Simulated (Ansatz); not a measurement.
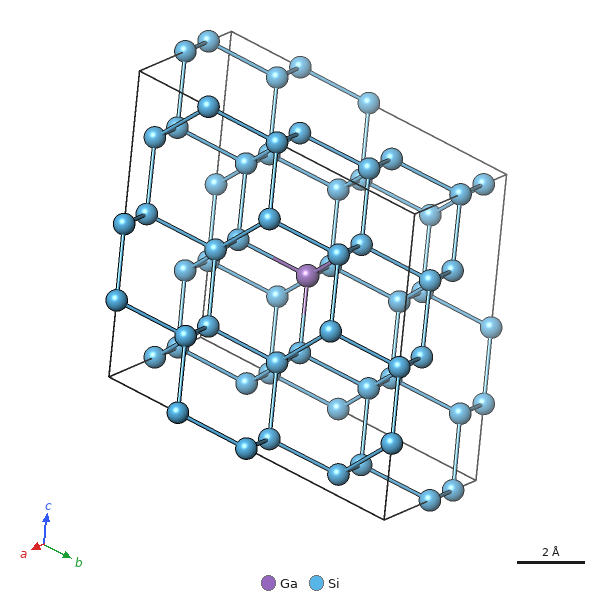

Shown here is a ball-and-stick view of the crystal, taken slightly off an axis. The wireframe shows the supercell. The host is Si, in a cell of 32 sites, and the cell is neutral.

**What defect is present?**

Gallium on a silicon site (a substitutional impurity). It is bonded to four Si in a tetrahedral arrangement at about 2.4 Å.

All computed values are from DFT LDA, scalar-relativistic, plane waves, PAW in Ansatz. Settings: a cutoff energy of 420 eV, k-point mesh 3×3×3, Gaussian smearing of 0.02 eV, collinear spins.

**Does the calculation give a net moment?**

No net moment.

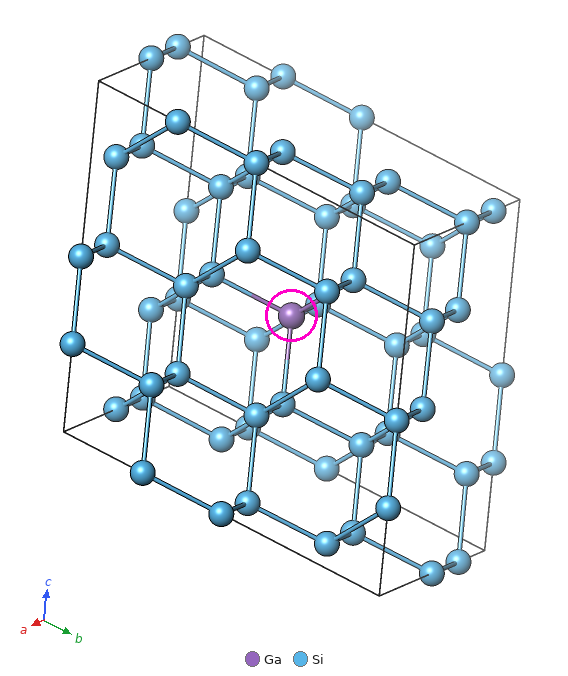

The same cell with a ring at the defect's site.

The atoms were relaxed in the host's cell with Ansatz, DFT LDA, scalar-relativistic, plane waves, PAW.
